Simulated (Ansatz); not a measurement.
The figure comes from a scan of AlRu (CsCl type): one Al atom of a 2-atom cell moves by s along Cartesian [111], with its periodic images. These are PBEsol (plane waves to 420 eV, PAW, scalar-relativistic; Ansatz, a program for electronic structure) values and carry that method's errors. k mesh 13×13×13 (Γ-centred), Fermi-Dirac smearing 0.05 eV. The energy includes the smearing's −TS. With partly filled bands, energies and forces of such displacements shift with the k mesh and the smearing. AlRu is run without spin polarisation. AlRu was relaxed with its symmetry unable to fall. The zero of ΔE is the undisplaced structure.

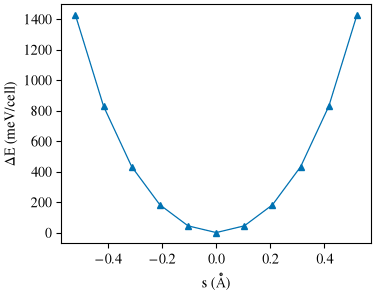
Figure. ΔE (meV/cell) against s (Å); markers are the computed points, lines only join them.

Q: Turn the plot into a table (rounded to what can be read).

A: To the nearest 20:

```
s (Å)   ΔE (meV/cell)
------  -------------
-0.520           1420
-0.416            820
-0.312            440
-0.208            180
-0.104             40
0.000               0
0.104              40
0.208             180
0.312             440
0.416             820
0.520            1420
```

(A displaced cell: forces are minus the slopes of the energy, force constants its curvatures, and phonons follow from these.)
